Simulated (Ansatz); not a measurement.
# AlSiH5Cl2: nudged elastic band

AlSiH5Cl2, computed with RKS PBE0/cc-pVDZ (Ansatz 0.2.0).

It belongs to a series of runs on one base structure; here: band between the two ends. Figures and captions count atoms from 1; the log counts them from 0 in places.

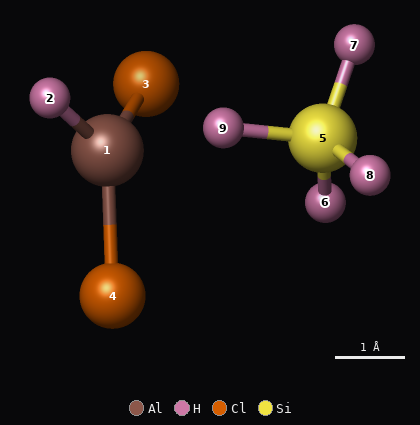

Fig. 1: The structure as given in the input (ball-and-stick view, seen at a tilt; atoms are numbered from 1 in the order of the input). Sticks mark near contacts.

## Input file
```yaml
crystal:
  periodic: [false, false, false]
  atoms:
    - { symbol: Al, position_ang: [-0.035039, 0.294647, 0.151232] }
    - { symbol: H, position_ang: [0.211041, 1.307184, 1.333443] }
    - { symbol: Cl, position_ang: [1.585397, -0.307299, -1.105878] }
    - { symbol: Cl, position_ang: [-1.998715, -0.024109, -0.616168] }
    - { symbol: Si, position_ang: [0.164342, -2.765702, 1.106847] }
    - { symbol: H, position_ang: [-0.278196, -3.009144, -0.29326] }
    - { symbol: H, position_ang: [1.600181, -3.100025, 1.333875] }
    - { symbol: H, position_ang: [-0.733776, -3.418689, 2.106169] }
    - { symbol: H, position_ang: [0.026663, -1.270563, 1.40564] }
basis:
  gaussian: { orbitals: cc-pVDZ }
hamiltonian:
  xc: pbe0
neb:
  order_check: false
  images: 8
  f_tol: 0.03
  max_iterations: 43
  climbing: false
  final_atoms:
    - { symbol: Al, position_ang: [-0.09180484, -0.71323619, -0.23580406] }
    - { symbol: H, position_ang: [0.50671189, 0.64632718, 1.68422388] }
    - { symbol: Cl, position_ang: [1.55482017, 0.34998217, -1.07204192] }
    - { symbol: Cl, position_ang: [-2.02006224, 0.11540277, -0.59299424] }
    - { symbol: Si, position_ang: [0.15760117, -2.91586305, 0.76567858] }
    - { symbol: H, position_ang: [-0.1904336, -3.97468068, -0.23868682] }
    - { symbol: H, position_ang: [1.56489969, -3.13821266, 1.23250741] }
    - { symbol: H, position_ang: [-0.7701681, -3.05255379, 1.93716444] }
    - { symbol: H, position_ang: [-0.16966615, 0.38913425, 1.94185273] }
  initial_path:
    images:
      - { positions_ang: [[-0.035039, 0.294647, 0.151232], [0.211041, 1.307184, 1.333443], [1.585397, -0.307299, -1.105878], [-1.998715, -0.024109, -0.616168], [0.164342, -2.765702, 1.106847], [-0.278196, -3.009144, -0.29326], [1.600181, -3.100025, 1.333875], [-0.733776, -3.418689, 2.106169], [0.026663, -1.270563, 1.40564]] }
      - { positions_ang: [[-0.03123206, 0.2256189, 0.11027884], [0.16540971, 1.02376685, 1.45405543], [1.65515464, -0.24560526, -1.12053959], [-1.99070837, -0.03165681, -0.72888419], [0.1546718, -2.70167079, 1.05049421], [-0.36606831, -3.08501516, -0.22942756], [1.58052248, -3.06030564, 1.22498404], [-0.65920364, -3.22224103, 2.13073913], [0.03335173, -1.19659107, 1.5301997]] }
      - { positions_ang: [[-0.02742512, 0.15659079, 0.06932567], [0.11977843, 0.74034969, 1.57466786], [1.72491228, -0.18391151, -1.13520119], [-1.98270173, -0.03920461, -0.84160038], [0.1450016, -2.63763957, 0.99414142], [-0.45394061, -3.16088633, -0.16559512], [1.56086397, -3.02058627, 1.11609308], [-0.58463128, -3.02579305, 2.15530926], [0.04004046, -1.12261913, 1.6547594]] }
      - { positions_ang: [[-0.02361817, 0.08756269, 0.02837251], [0.07414714, 0.45693254, 1.69528029], [1.79466992, -0.12221777, -1.14986278], [-1.9746951, -0.04675242, -0.95431657], [0.1353314, -2.57360836, 0.93778863], [-0.54181292, -3.23675749, -0.10176268], [1.54120545, -2.98086691, 1.00720212], [-0.51005892, -2.82934508, 2.17987939], [0.0467292, -1.0486472, 1.7793191]] }
      - { positions_ang: [[-0.01981123, 0.01853459, -0.01258066], [0.02851586, 0.17351538, 1.81589272], [1.86442756, -0.06052402, -1.16452437], [-1.96668846, -0.05430023, -1.06703276], [0.12566121, -2.50957715, 0.88143584], [-0.62968523, -3.31262866, -0.03793024], [1.52154693, -2.94114754, 0.89831116], [-0.43548657, -2.63289711, 2.20444951], [0.05341793, -0.97467526, 1.9038788]] }
      - { positions_ang: [[-0.02611855, -0.09345243, -0.05558466], [0.06136818, 0.10008685, 1.85486837], [1.86103014, 0.01250722, -1.16076481], [-1.96906038, -0.03879892, -1.0644579], [0.12491223, -2.52626171, 0.84352824], [-0.61993385, -3.41991051, -0.03186655], [1.51762679, -2.94539062, 0.88704809], [-0.43953013, -2.59221542, 2.18567123], [0.03160358, -0.79026446, 1.96345799]] }
      - { positions_ang: [[-0.04254012, -0.24839837, -0.10063951], [0.17270411, 0.23664693, 1.81220725], [1.78447765, 0.09687596, -1.13858409], [-1.98181084, -0.00024849, -0.94659198], [0.13308446, -2.62366205, 0.82406582], [-0.51255879, -3.55860305, -0.08357162], [1.52944502, -2.99359613, 0.97341292], [-0.52218962, -2.70730001, 2.12354453], [-0.01871385, -0.49541478, 1.95805667]] }
      - { positions_ang: [[-0.0589617, -0.40334431, -0.14569436], [0.28404004, 0.37320701, 1.76954613], [1.70792515, 0.18124469, -1.11640336], [-1.99456131, 0.03830193, -0.82872607], [0.1412567, -2.72106238, 0.80460341], [-0.40518372, -3.69729559, -0.13527668], [1.54126324, -3.04180164, 1.05977775], [-0.60484912, -2.82238461, 2.06141784], [-0.06903128, -0.2005651, 1.95265536]] }
      - { positions_ang: [[-0.07538327, -0.55829025, -0.19074921], [0.39537596, 0.5097671, 1.726885], [1.63137266, 0.26561343, -1.09422264], [-2.00731177, 0.07685235, -0.71086015], [0.14942894, -2.81846272, 0.78514099], [-0.29780866, -3.83598814, -0.18698175], [1.55308147, -3.09000715, 1.14614258], [-0.68750861, -2.9374692, 1.99929114], [-0.11934872, 0.09428457, 1.94725404]] }
      - { positions_ang: [[-0.09180484, -0.71323619, -0.23580406], [0.50671189, 0.64632718, 1.68422388], [1.55482017, 0.34998217, -1.07204192], [-2.02006224, 0.11540277, -0.59299424], [0.15760117, -2.91586305, 0.76567858], [-0.1904336, -3.97468068, -0.23868682], [1.56489969, -3.13821266, 1.23250741], [-0.7701681, -3.05255379, 1.93716444], [-0.16966615, 0.38913425, 1.94185273]] }
```

Command:
```bash
ansatz run input.yaml --threads 2 --pin off --max-ram 3072MiB --backend cpu --events-out ev --progress --plain --runs-dir out
```

## The program's output
```
Engine: ansatz 0.2.0, x86_64-unknown-linux-gnu
Functional definition: PBE0
  parameter a = 0.25
  parameter kappa = 0.804
  parameter beta = 0.06672455060314922
  exchange = (1 - a)*pbe_x(kappa = kappa, mu = beta*pi^2/3) + a*exact_x
  correlation = pbe_c(beta = beta)
1088 factors; integrals over basis functions are off by at most 4.5e-4 eV
mean field evaluation 1: about -39588.9964 eV, gradient 1.6e1 eV
mean field evaluation 2: about -39589.1845 eV, gradient 1.5e1 eV
mean field evaluation 4: about -39589.7740 eV, gradient 4.9e-1 eV
mean field evaluation 8: about -39589.7975 eV, gradient 1.4e-2 eV
mean field -39589.79750332 eV, -1454.8982233185 hartree, gradient 6.5e-5 eV, S^2 0.000000; 0 other end points of the search recorded, 0 dependent functions left out
the calculation of the forces begins
reference -39589.79753593 eV, -1454.8982245170 hartree; 33, 33 occupied and 64, 64 virtual orbitals, 1088 factors
1088 factors; integrals over basis functions are off by at most 1.1e-3 eV
mean field evaluation 16: about -39588.7923 eV, gradient 1.7e1 eV
mean field -39589.64717156 eV, -1454.8926987283 hartree, gradient 6.8e-5 eV, S^2 0.000000; 0 other end points of the search recorded, 0 dependent functions left out
[... from here on the field's lines of each further geometry are left out, up to the last ...]
NEB iter   1: max|band force component| = 2.784e0 eV/Å  barrier→ = 3.0391 eV  barrier← = 2.8888 eV  Δτ_max = 0.2000 Å  (231 SCF iters)
NEB iter   2: max|band force component| = 1.889e0 eV/Å  barrier→ = 2.0982 eV  barrier← = 1.9478 eV  Δτ_max = 0.2000 Å  (209 SCF iters)
NEB iter   3: max|band force component| = 1.319e0 eV/Å  barrier→ = 1.5118 eV  barrier← = 1.3615 eV  Δτ_max = 0.1294 Å  (200 SCF iters)
NEB iter   4: max|band force component| = 3.148e-1 eV/Å  barrier→ = 1.4359 eV  barrier← = 1.2856 eV  Δτ_max = 0.0541 Å  (195 SCF iters)
NEB iter   5: max|band force component| = 1.407e-1 eV/Å  barrier→ = 1.3833 eV  barrier← = 1.2330 eV  Δτ_max = 0.0352 Å  (199 SCF iters)
NEB iter   6: max|band force component| = 8.988e-2 eV/Å  barrier→ = 1.3724 eV  barrier← = 1.2221 eV  Δτ_max = 0.0625 Å  (177 SCF iters)
NEB iter   7: max|band force component| = 7.393e-2 eV/Å  barrier→ = 1.4031 eV  barrier← = 1.2528 eV  Δτ_max = 0.1445 Å  (180 SCF iters)
NEB iter   8: max|band force component| = 3.963e-1 eV/Å  barrier→ = 1.5362 eV  barrier← = 1.3859 eV  Δτ_max = 0.0402 Å  (192 SCF iters)
NEB iter   9: max|band force component| = 1.371e-1 eV/Å  barrier→ = 1.5067 eV  barrier← = 1.3563 eV  Δτ_max = 0.0341 Å  (184 SCF iters)
NEB iter  10: max|band force component| = 3.922e-2 eV/Å  barrier→ = 1.4877 eV  barrier← = 1.3374 eV  Δτ_max = 0.0356 Å  (179 SCF iters)
the calculation of the forces begins
reference -39589.64499626 eV, -1454.8926187875 hartree; 33, 33 occupied and 64, 64 virtual orbitals, 1088 factors
1091 factors; integrals over basis functions are off by at most 1.0e-3 eV
mean field evaluation 736: about -39588.2971 eV, gradient 3.0e-4 eV
mean field -39588.29712058 eV, -1454.8430852698 hartree, gradient 1.0e-5 eV, S^2 0.000000; 1 other end points of the search recorded, 0 dependent functions left out
the calculation of the forces begins
reference -39588.29715218 eV, -1454.8430864311 hartree; 33, 33 occupied and 64, 64 virtual orbitals, 1091 factors
NEB iter  11: max|band force component| = 1.985e-2 eV/Å  barrier→ = 1.5004 eV  barrier← = 1.3501 eV  Δτ_max = 0.0000 Å  (355 SCF iters)
```

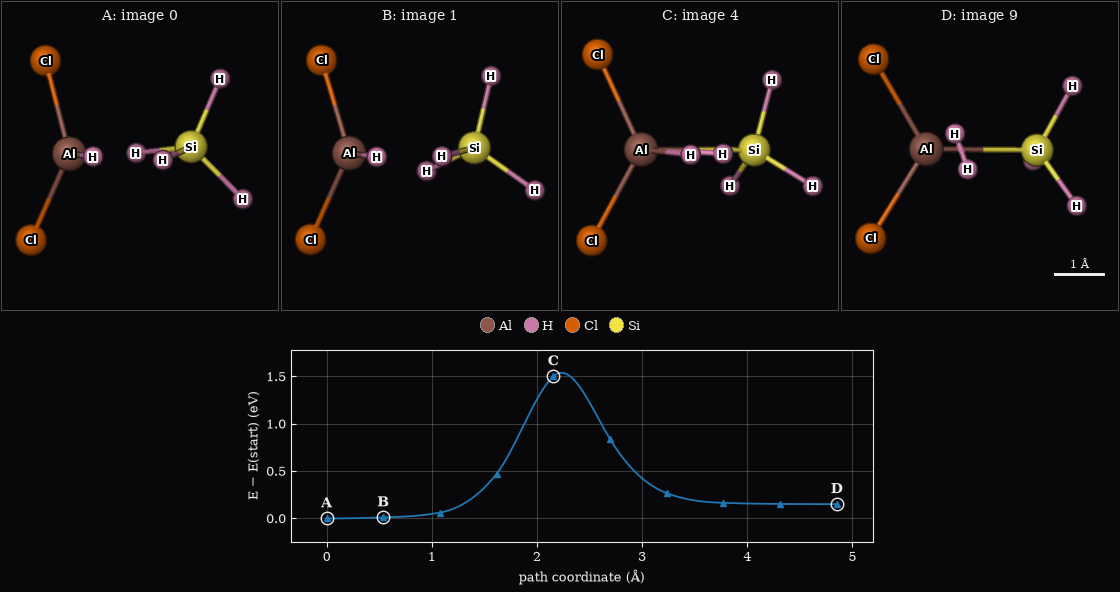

Fig. 2: Images of the last band (counted from 0; ball-and-stick, seen at a tilt) above the energy along the path; the line is a cubic interpolation that uses the forces. The highest image is number 4, 1.500 eV above the start and 1.350 eV above the end; the end lies 0.150 eV above the start. The path is 4.85 Å long. The band converged in 11 iterations.

```
Total energy: -39588.29715218 eV, -1454.8430864311 hartree
Atom 0 at     0.001936    -0.149129    -0.032612 Å, force    -0.029376     0.540402     0.203566 eV/Å
Atom 1 at     0.028548     0.389870     1.558937 Å, force    -0.008421     0.265040    -0.119203 eV/Å
Atom 2 at     1.828272     0.227589    -1.031594 Å, force    -0.014387    -0.126329    -0.042872 eV/Å
Atom 3 at    -1.920992     0.097043    -0.881785 Å, force     0.017310    -0.115373    -0.045668 eV/Å
Atom 4 at     0.132186    -2.635289     1.008813 Å, force     0.007100    -0.009799     0.186073 eV/Å
Atom 5 at    -0.671866    -3.382862    -0.018842 Å, force     0.011206     0.215077    -0.001983 eV/Å
Atom 6 at     1.554799    -3.093972     0.988011 Å, force     0.012530     0.039792     0.019937 eV/Å
Atom 7 at    -0.474673    -2.874875     2.352058 Å, force    -0.025909    -0.164666     0.112284 eV/Å
Atom 8 at     0.063688    -0.872076     1.478914 Å, force     0.029946    -0.644145    -0.312133 eV/Å
Dipole moment:     0.032853    -0.367142     0.351289 e Å
this run last wrote the band of iteration 11 to [file]
```

## The last band as extended XYZ (Å, eV, eV/Å)
```
9
Properties=species:S:1:pos:R:3:forces:R:3 image=0 energy=-39589.79750
Al   -0.0350    0.2946    0.1512    0.0061  -0.0040   0.0086
H     0.2110    1.3072    1.3334   -0.0019  -0.0082  -0.0046
Cl    1.5854   -0.3073   -1.1059   -0.0061   0.0088  -0.0033
Cl   -1.9987   -0.0241   -0.6162    0.0100   0.0011   0.0019
Si    0.1643   -2.7657    1.1068   -0.0020   0.0002   0.0017
H    -0.2782   -3.0091   -0.2933    0.0067  -0.0072   0.0145
H     1.6002   -3.1000    1.3339   -0.0239   0.0060  -0.0028
H    -0.7338   -3.4187    2.1062    0.0108  -0.0012  -0.0065
H     0.0267   -1.2706    1.4056    0.0002   0.0044  -0.0095
9
Properties=species:S:1:pos:R:3:forces:R:3 image=1 energy=-39589.78737
Al   -0.0187    0.3250    0.1400   -0.0027   0.0019   0.0027
H     0.0993    1.2569    1.4044    0.0072   0.0176  -0.0077
Cl    1.6992   -0.1501   -1.0339   -0.0049  -0.0172  -0.0006
Cl   -1.9071   -0.0102   -0.7887   -0.0049  -0.0014   0.0096
Si    0.1407   -2.7951    1.1188    0.0024   0.0004  -0.0003
H    -0.5144   -3.1303   -0.1751    0.0113   0.0074  -0.0091
H     1.5932   -3.1266    1.1373    0.0022   0.0042   0.0077
H    -0.5848   -3.3766    2.2873   -0.0056  -0.0124  -0.0094
H     0.0346   -1.2867    1.3317   -0.0049  -0.0003   0.0073
9
Properties=species:S:1:pos:R:3:forces:R:3 image=2 energy=-39589.73614
Al   -0.0127    0.3022    0.1069   -0.0078   0.0944   0.0245
H     0.0163    1.0111    1.5101   -0.0005   0.1938  -0.0170
Cl    1.7692    0.0811   -1.0421   -0.0264  -0.0405   0.0022
Cl   -1.8567    0.0074   -0.9191    0.0171  -0.0215   0.0039
Si    0.1289   -2.7983    1.1317    0.0021  -0.0464   0.0186
H    -0.6608   -3.2433   -0.0494    0.0059   0.0178  -0.0110
H     1.5692   -3.1653    1.0368    0.0055  -0.0340   0.0171
H    -0.4938   -3.2053    2.4239    0.0009  -0.1040   0.0093
H     0.0823   -1.2832    1.2231    0.0032  -0.0596  -0.0476
9
Properties=species:S:1:pos:R:3:forces:R:3 image=3 energy=-39589.32624
Al   -0.0075    0.1148    0.0480   -0.0386   0.7499   0.2195
H     0.0208    0.6216    1.5409   -0.0126   0.6670  -0.0414
Cl    1.8091    0.1618   -1.0558   -0.0731  -0.1852  -0.0759
Cl   -1.8985    0.0433   -0.9204    0.0612  -0.1543  -0.0913
Si    0.1320   -2.6993    1.0956    0.0070  -0.1853   0.2503
H    -0.6673   -3.2845   -0.0240    0.0096   0.2782  -0.0195
H     1.5651   -3.0919    1.0045    0.0335   0.0030   0.0394
H    -0.4882   -2.9947    2.4110   -0.0306  -0.3440   0.1687
H     0.0765   -1.1647    1.3223    0.0435  -0.8292  -0.4498
9
Properties=species:S:1:pos:R:3:forces:R:3 image=4 energy=-39588.29712
Al    0.0019   -0.1491   -0.0326   -0.0294   0.5404   0.2036
H     0.0285    0.3899    1.5589   -0.0084   0.2650  -0.1192
Cl    1.8283    0.2276   -1.0316   -0.0144  -0.1263  -0.0429
Cl   -1.9210    0.0970   -0.8818    0.0173  -0.1154  -0.0457
Si    0.1322   -2.6353    1.0088    0.0071  -0.0098   0.1861
H    -0.6719   -3.3829   -0.0188    0.0112   0.2151  -0.0020
H     1.5548   -3.0940    0.9880    0.0125   0.0398   0.0199
H    -0.4747   -2.8749    2.3521   -0.0259  -0.1647   0.1123
H     0.0637   -0.8721    1.4789    0.0299  -0.6441  -0.3121
9
Properties=species:S:1:pos:R:3:forces:R:3 image=5 energy=-39588.95772
Al    0.0044   -0.4257   -0.1502    0.0324  -1.0373  -0.4607
H     0.0260    0.3182    1.6540    0.0210  -0.2691   0.3297
Cl    1.8055    0.3015   -1.0025   -0.0637   0.2190   0.0896
Cl   -1.9146    0.1498   -0.8512    0.0619   0.2080   0.0988
Si    0.1345   -2.6682    0.9072   -0.0123  -0.1061  -0.3620
H    -0.6685   -3.4969   -0.0329   -0.0283  -0.4289  -0.0351
H     1.5617   -3.1199    0.9754   -0.0005  -0.1232  -0.0199
H    -0.4558   -2.8309    2.2936    0.0346   0.1956  -0.1904
H     0.0488   -0.5216    1.6285   -0.0450   1.3420   0.5500
9
Properties=species:S:1:pos:R:3:forces:R:3 image=6 energy=-39589.53029
Al    0.0019   -0.5990   -0.2487    0.0069  -0.1511  -0.0919
H     0.0168    0.4858    1.7237    0.0074   0.1476   0.0564
Cl    1.7443    0.3920   -0.9644   -0.0430   0.0581   0.0263
Cl   -1.8889    0.1936   -0.8231    0.0362   0.0518   0.0249
Si    0.1468   -2.7775    0.8076   -0.0008  -0.0893  -0.0784
H    -0.6300   -3.7391   -0.0306    0.0134  -0.2103   0.0043
H     1.5776   -3.2026    0.9360    0.0004  -0.0851  -0.0292
H    -0.4491   -2.7668    2.1920   -0.0082   0.0643  -0.0852
H     0.0225   -0.2800    1.8293   -0.0123   0.2140   0.1729
9
Properties=species:S:1:pos:R:3:forces:R:3 image=7 energy=-39589.63317
Al   -0.0024   -0.6767   -0.2686   -0.0024  -0.0102  -0.0055
H     0.1310    0.6982    1.7078    0.0156   0.0251   0.0009
Cl    1.6966    0.4366   -0.9094   -0.0098  -0.0017   0.0063
Cl   -1.8958    0.1294   -0.8139    0.0071  -0.0001   0.0048
Si    0.1637   -2.8818    0.7466   -0.0008  -0.0030  -0.0086
H    -0.5885   -3.8955   -0.0611    0.0008  -0.0150  -0.0074
H     1.5907   -3.3155    0.8868    0.0089  -0.0099  -0.0030
H    -0.4512   -2.8243    2.1163   -0.0054  -0.0052   0.0018
H    -0.1021    0.0360    2.0174   -0.0140   0.0199   0.0107
9
Properties=species:S:1:pos:R:3:forces:R:3 image=8 energy=-39589.64496
Al   -0.0347   -0.7033   -0.2423   -0.0031   0.0006  -0.0051
H     0.3940    0.6488    1.7252   -0.0010  -0.0041   0.0035
Cl    1.6418    0.4067   -0.9482   -0.0045  -0.0037   0.0020
Cl   -1.9518    0.0933   -0.7152    0.0029   0.0012   0.0024
Si    0.1698   -2.9159    0.7494    0.0003  -0.0040   0.0000
H    -0.4446   -3.9439   -0.1540    0.0048   0.0034   0.0013
H     1.6036   -3.2763    0.9963   -0.0020   0.0015   0.0012
H    -0.5665   -2.9405    2.0578   -0.0007  -0.0029  -0.0023
H    -0.2696    0.3374    1.9529    0.0033   0.0081  -0.0032
9
Properties=species:S:1:pos:R:3:forces:R:3 image=9 energy=-39589.64717
Al   -0.0918   -0.7132   -0.2358    0.0007   0.0048  -0.0002
H     0.5067    0.6463    1.6842   -0.0164  -0.0121   0.0087
Cl    1.5548    0.3500   -1.0720   -0.0012  -0.0021  -0.0016
Cl   -2.0201    0.1154   -0.5930    0.0004   0.0001   0.0011
Si    0.1576   -2.9159    0.7657    0.0009  -0.0039   0.0026
H    -0.1904   -3.9747   -0.2387    0.0008   0.0005  -0.0007
H     1.5649   -3.1382    1.2325   -0.0002   0.0014  -0.0002
H    -0.7702   -3.0526    1.9372   -0.0002   0.0000  -0.0012
H    -0.1697    0.3891    1.9419    0.0150   0.0114  -0.0084
```

## Summary

| quantity | value |
| --- | --- |
| outcome | converged |
| barrier, forward | 1.500 eV |
| barrier, backward | 1.350 eV |
| hardware | 2 threads of Intel Xeon @ 2.50GHz (Skylake/Cascade Lake), 189 GiB of memory available, shared host |
| wall time | 10 min (CPU time 19 min) |
| peak memory | 0.25 GiB |

## Notes

The order of the saddle point was not checked.
